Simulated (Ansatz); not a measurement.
# SiH4: geometry relaxation

System: SiH4, SMILES [SiH4].
Method: RHF/STO-3G (Ansatz 0.2.0).

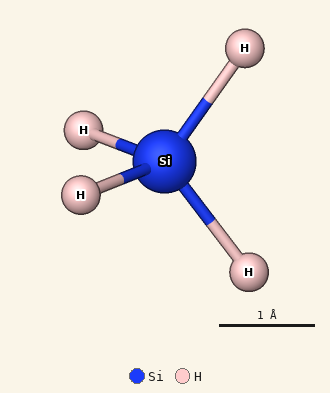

**Figure 1.** The structure as given in the input (ball-and-stick view, seen at an oblique angle). Bond lengths as drawn: H–Si 1.50 Å.

### The input
```yaml
crystal:
  periodic: [false, false, false]
  atoms:
    - { symbol: Si, position_ang: [-0.00017076, 0.00025093, 8.211e-05] }
    - { symbol: H, position_ang: [-0.17400856, 1.24479068, -0.8235463] }
    - { symbol: H, position_ang: [-0.75452411, 0.14480756, 1.29140589] }
    - { symbol: H, position_ang: [1.45889628, -0.20677449, 0.29293493] }
    - { symbol: H, position_ang: [-0.53106286, -1.18179469, -0.76045663] }
basis:
  gaussian: { orbitals: STO-3G }
hamiltonian:
  xc: hf
relax:
  f_tol: 0.002
  max_steps: 150
```

Hardware: 1 thread of AMD EPYC (Zen 3), 64 GiB of memory available, shared host.

Command:
```bash
ansatz run input.yaml --threads 1 --pin off --max-ram 2560MiB --backend cpu --events-out ev --progress --plain --runs-dir out
```

### Output
```
The last accepted step is kept in [file] (removed where the run ends without a failure and the disk answers)
Engine: ansatz 0.2.0, x86_64-unknown-linux-gnu
Functional definition: HF
  exchange = exact_x
  correlation = 0
159 factors; integrals over basis functions are off by at most 4.6e-6 eV
mean field evaluation 1: about -7834.0478 eV, gradient 6.8e0 eV
mean field evaluation 2: about -7834.0533 eV, gradient 6.8e0 eV
mean field evaluation 4: about -7834.2680 eV, gradient 2.5e-1 eV
mean field evaluation 8: about -7834.2682 eV, gradient 6.5e-6 eV
mean field -7834.26819117 eV, -287.9040457677 hartree, gradient 6.5e-6 eV, S^2 0.000000; 0 other end points of the search recorded, 0 dependent functions left out
the calculation of the forces begins
reference -7834.26819117 eV, -287.9040457677 hartree; 9, 9 occupied and 4, 4 virtual orbitals, 159 factors
relax step   1: F+E_penalty+E_count = -7834.26819117 eV  Δ(F+E_penalty+E_count) = +0.000e0 eV  max|allowed force component| = 2.051e0 eV/Å  Δτ_max = 0.0000 Å  (19 SCF iters, accepted)
these checks for a lower state are left out or cut short: starts, cluster_reference, orbital_swaps, neighbouring_geometries, increment
159 factors; integrals over basis functions are off by at most 6.0e-6 eV
mean field -7834.61987631 eV, -287.9169699581 hartree, gradient 1.7e-5 eV, S^2 0.000000; 0 other end points of the search recorded, 0 dependent functions left out
the calculation of the forces begins
reference -7834.61987631 eV, -287.9169699581 hartree; 9, 9 occupied and 4, 4 virtual orbitals, 159 factors
relax step   2: F+E_penalty+E_count = -7834.61987631 eV  Δ(F+E_penalty+E_count) = -3.517e-1 eV  max|allowed force component| = 3.529e-1 eV/Å  Δτ_max = 0.0927 Å  (14 SCF iters, accepted)
these checks for a lower state are left out or cut short: starts, cluster_reference, orbital_swaps, neighbouring_geometries, increment
159 factors; integrals over basis functions are off by at most 5.8e-6 eV
mean field evaluation 16: about -7834.6234 eV, gradient 3.9e-1 eV
mean field -7834.62831211 eV, -287.9172799682 hartree, gradient 1.2e-5 eV, S^2 0.000000; 0 other end points of the search recorded, 0 dependent functions left out
the calculation of the forces begins
reference -7834.62831211 eV, -287.9172799682 hartree; 9, 9 occupied and 4, 4 virtual orbitals, 159 factors
relax step   3: F+E_penalty+E_count = -7834.62831211 eV  Δ(F+E_penalty+E_count) = -8.436e-3 eV  max|allowed force component| = 7.257e-3 eV/Å  Δτ_max = 0.0115 Å  (15 SCF iters, accepted)
these checks for a lower state are left out or cut short: starts, cluster_reference, orbital_swaps, neighbouring_geometries, increment
159 factors; integrals over basis functions are off by at most 5.8e-6 eV
mean field -7834.62831578 eV, -287.9172801033 hartree, gradient 1.2e-5 eV, S^2 0.000000; 0 other end points of the search recorded, 0 dependent functions left out
the calculation of the forces begins
reference -7834.62831578 eV, -287.9172801033 hartree; 9, 9 occupied and 4, 4 virtual orbitals, 159 factors
relax step   4: F+E_penalty+E_count = -7834.62831578 eV  Δ(F+E_penalty+E_count) = -3.676e-6 eV  max|allowed force component| = 2.476e-5 eV/Å  Δτ_max = 0.0002 Å  (15 SCF iters, accepted)
159 factors; integrals over basis functions are off by at most 5.8e-6 eV
mean field evaluation 32: about -7834.6283 eV, gradient 1.2e-5 eV
```

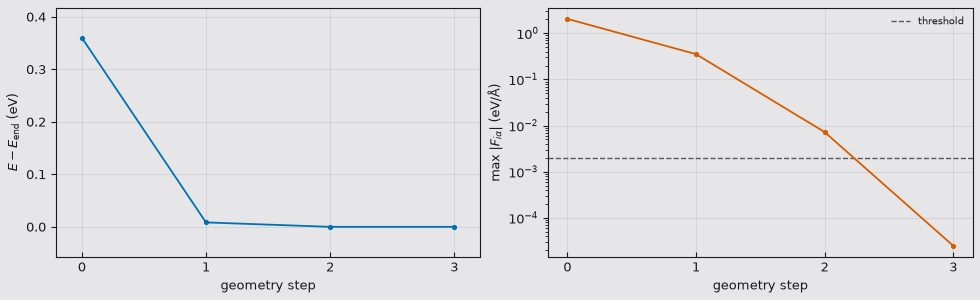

**Figure 2.** Progress of the relaxation, step by step (the first geometry is step 0 here and step 1 in the log).

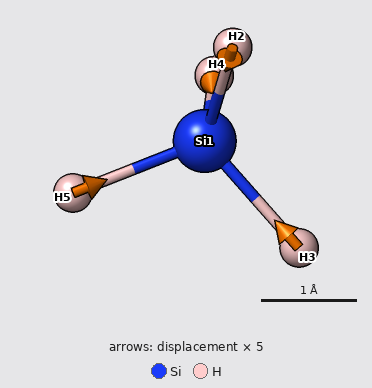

**Figure 3.** The starting structure with the displacements as orange arrows, magnified 5 times (ball-and-stick view, seen at a tilt). The two geometries are laid on each other by the best rigid fit. After 3 geometry steps the energy has fallen by 0.360 eV. Largest force component: 2.1 eV/Å at the start, under 0.0001 eV/Å at the end. The largest moves after the best rigid fit, 0.081 Å, are those of H2, H3, H4 and H5. Si stays in place. Among the contacts that change: Si1–H2 1.502 → 1.421 Å. (Atoms are counted from 1 in the order of the input.)

```
mean field -7834.62831578 eV, -287.9172801033 hartree, gradient 1.2e-5 eV, S^2 0.000000; 1 other end points of the search recorded, 0 dependent functions left out
the calculation of the forces begins
reference -7834.62831578 eV, -287.9172801033 hartree; 9, 9 occupied and 4, 4 virtual orbitals, 159 factors
Total energy: -7834.62831578 eV, -287.9172801033 hartree
Atom 0 at    -0.000175     0.000257     0.000084 Å, force     0.000017    -0.000025    -0.000008 eV/Å
Atom 1 at    -0.164635     1.177718    -0.779126 Å, force    -0.000004    -0.000012    -0.000004 eV/Å
Atom 2 at    -0.713880     0.137027     1.221783 Å, force     0.000013    -0.000002    -0.000000 eV/Å
Atom 3 at     1.380227    -0.195638     0.277111 Å, force    -0.000003     0.000021     0.000021 eV/Å
Atom 4 at    -0.502406    -1.118084    -0.719433 Å, force    -0.000022     0.000018    -0.000008 eV/Å
Dipole moment:    -0.000001     0.000002     0.000001 e Å
```

### Trajectory as extended XYZ (Å, eV, eV/Å), 4 frames, from step=1 to step=4
```
5
Properties=species:S:1:pos:R:3:forces:R:3 step=1 energy=-7834.26819
Si   -0.0002    0.0003    0.0001    0.0000  -0.0001   0.0000
H    -0.1740    1.2448   -0.8235    0.2444  -1.7496   1.1580
H    -0.7545    0.1448    1.2914    1.0604  -0.2032  -1.8155
H     1.4589   -0.2068    0.2929   -2.0515   0.2909  -0.4119
H    -0.5311   -1.1818   -0.7605    0.7466   1.6619   1.0694
5
Properties=species:S:1:pos:R:3:forces:R:3 step=2 energy=-7834.61988
Si   -0.0002    0.0003    0.0001    0.0000   0.0000   0.0000
H    -0.1633    1.1680   -0.7727   -0.0421   0.3009  -0.1993
H    -0.7080    0.1359    1.2117   -0.1823   0.0349   0.3123
H     1.3689   -0.1940    0.2748    0.3529  -0.0499   0.0710
H    -0.4982   -1.1089   -0.7135   -0.1286  -0.2858  -0.1841
5
Properties=species:S:1:pos:R:3:forces:R:3 step=3 energy=-7834.62831
Si   -0.0002    0.0003    0.0001    0.0000   0.0000   0.0000
H    -0.1646    1.1775   -0.7790   -0.0009   0.0062  -0.0041
H    -0.7137    0.1370    1.2216   -0.0038   0.0007   0.0064
H     1.3800   -0.1956    0.2771    0.0073  -0.0011   0.0014
H    -0.5023   -1.1179   -0.7193   -0.0026  -0.0059  -0.0038
5
Properties=species:S:1:pos:R:3:forces:R:3 step=4 energy=-7834.62832
Si   -0.0002    0.0003    0.0001    0.0000   0.0000   0.0000
H    -0.1646    1.1777   -0.7791    0.0000   0.0000   0.0000
H    -0.7139    0.1370    1.2218    0.0000   0.0000   0.0000
H     1.3802   -0.1956    0.2771    0.0000   0.0000   0.0000
H    -0.5024   -1.1181   -0.7194    0.0000   0.0000   0.0000
```

### Key numbers

| quantity | value |
| --- | --- |
| outcome | converged |
| total energy | −7834.6283 eV |
| SCF solution under orbital rotations | stable |
| largest force (length of the vector) at the end | under 0.001 eV/Å |
| wall time | 0.65 s |
| peak memory | 0.086 GiB |
